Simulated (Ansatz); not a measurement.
# CH$_{3}$F$_{4}$NbO (SMILES C[O][Nb]([F])([F])([F])[F]): what the fields show

```xyz
10

C     0.3048   -1.7233    0.0081
O     0.6165   -0.3480    0.0663
Nb   -0.1298    1.3182    0.0049
F    -1.8452    0.5723   -0.2180
F    -0.3155    2.0763   -1.6730
F    -0.7182    2.0177    1.6140
F     1.4801    2.2500    0.2190
H    -0.7728   -1.8499   -0.1224
H     0.6260   -2.1959    0.9373
H     0.8372   -2.1688   -0.8333
```

Geometry: PBE0-D4/def2-TZVP; core potentials replace the inner electrons of Nb.

All numbers below come from RKS PBE0-D4/def2-TZVPP in Ansatz.

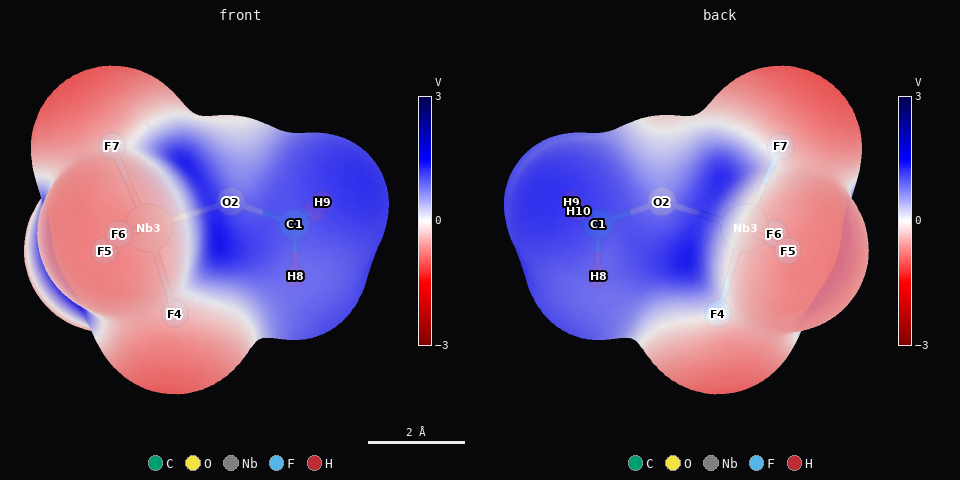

Figure 1. The molecular electrostatic potential painted on the density surface at 0.001 e/bohr³, seen from the front and from behind; the colour scale runs from red (negative) to blue (positive).

### Which sites attract a positive test charge, and which a negative one?

A positive charge is drawn to the negative regions and a negative charge to the positive ones. The most negative region (about −0.9 V) lies over F4 and F7, the most positive (about +2.1 V) over Nb3.

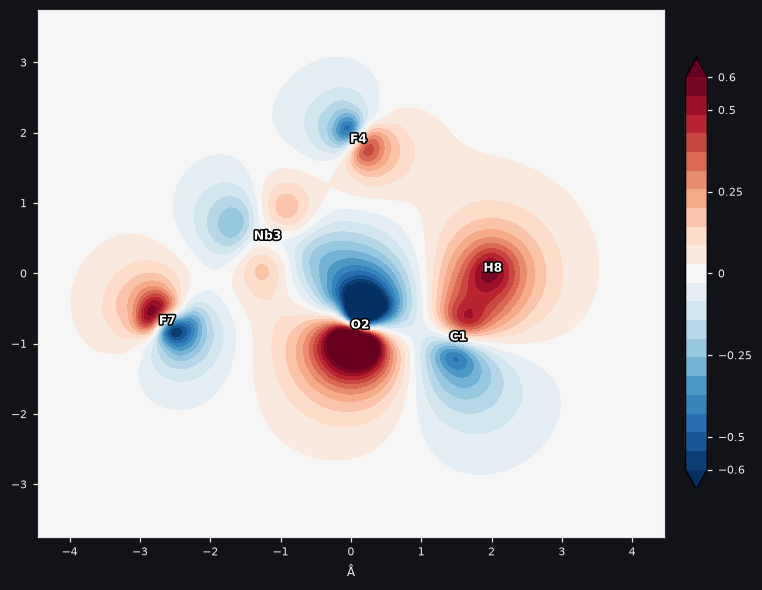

Figure 2. The HOMO−1 on the plane of atoms F4, Nb3 and F7 (values in Å⁻³ᐟ²; the overall sign is arbitrary).

### What is the character of this orbital?

Its weight (Hirshfeld) is mainly on O2 (about 45 %), C1 (about 15 %), H8 (about 10 %), Nb3 (about 10 %) and F7 (about 5 %). Its energy is −10.10 eV.

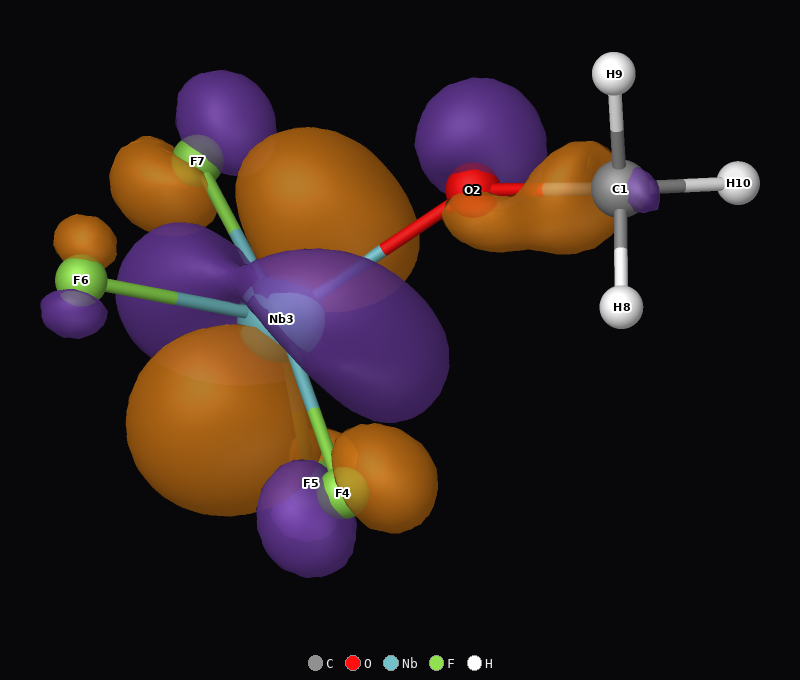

Figure 3. One frontier orbital at ±0.15 Å⁻³ᐟ² (orange and purple are the two phases), seen at a tilt.

### Which orbital is it: HOMO or LUMO?

The LUMO, at −2.68 eV. By Hirshfeld shares it lies mainly on Nb3 (about 70 %), O2 (about 10 %), F4 (about 10 %) and F7 (about 5 %).
